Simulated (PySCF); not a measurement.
# C₃H₄F₃O−: electronic excitations and core binding energies

What electronic excitations and core binding energies should C₃H₄F₃O− (`C[C@@H]([O-])C(F)(F)F`) show?

The runs use PySCF 2.14.0, with density-fitted response routines of our own; the level of theory stands in each step. All values are computed, except where a source is named. Atoms are numbered from 0 throughout.

**1. The molecule as given**

11 atoms, charge -1, multiplicity 1; geometry from: GFN2-xTB.

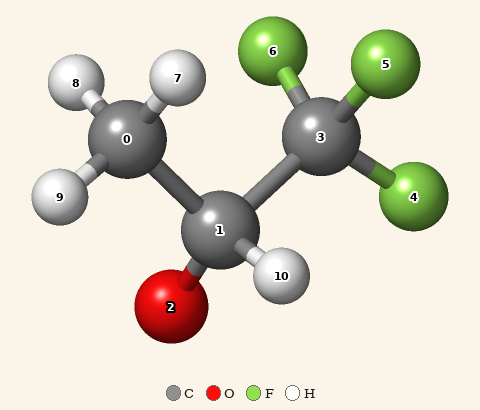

The starting geometry (carbon grey, oxygen red, fluorine green, hydrogen white), atoms numbered.

**2. TDDFT and polarisability: B3LYP/def2-SVPD**

Job settings and geometry (Å):

```
{"job": {"kind": "uv", "xc": "B3LYP", "basis": "def2-SVPD", "nstates": 8, "ntriplets": 3}, "charge": -1, "multiplicity": 1}
C      1.240643    -0.307663    -0.290022
C      0.084084     0.736819    -0.098166
O     -0.143428     1.538351    -1.077156
C     -1.176103    -0.160200     0.278656
F     -2.292613     0.556625     0.524860
F     -1.005953    -0.909544     1.419080
F     -1.531024    -1.066209    -0.660345
H      1.351807    -0.943742     0.587740
H      1.026387    -0.917230    -1.165179
H      2.164451     0.238444    -0.463785
H      0.287174     1.237019     0.918354
```

Method: TDDFT B3LYP/def2-SVPD, vertical, gas phase, core orbitals frozen in the response.

Run with:

```sh
OMP_NUM_THREADS=1 python probes_run.py task.json out
```

The driver reads the jobs from task.json and runs them one after another.

**Question.** This job is followed by: delta-SCF UKS SCAN, pcX-2 on the ionised atom, pcseg-1 elsewhere, spin-free X2C. What will the session give for the following? lowest singlet (B3LYP/def2-SVPD); brightest single state of those computed; lowest triplet; C1s binding energies, SCAN/pcX-2; O1s binding energies, SCAN/pcX-2; F1s binding energies, SCAN/pcX-2.

The runs gave:

```
                                quantity                               value
        lowest singlet (B3LYP/def2-SVPD)         4.06 eV (305 nm), f = 0.030
brightest single state of those computed         state 7, 5.24 eV, f = 0.037
                          lowest triplet                             3.87 eV
        C1s binding energies, SCAN/pcX-2  C3 292.09, C1 286.97, C0 285.49 eV
        O1s binding energies, SCAN/pcX-2                        O2 529.48 eV
        F1s binding energies, SCAN/pcX-2                        F4 688.76 eV
```

The first singlet state (HOMO→LUMO 0.96) lies at 4.06 eV and is weak; of the 8 states computed, the strongest absorption comes from state 7 at 5.24 eV. The lowest triplet lies 0.18 eV below the lowest singlet (triplets in Tamm-Dancoff, singlets in full TDDFT). The lowest singlet lies above −ε(HOMO); no detachment energy was computed, so the anion's states may not be bound. The C1s levels kept as sound span 6.59 eV, from C0 (methyl carbon) up to C3 (CF3 carbon).
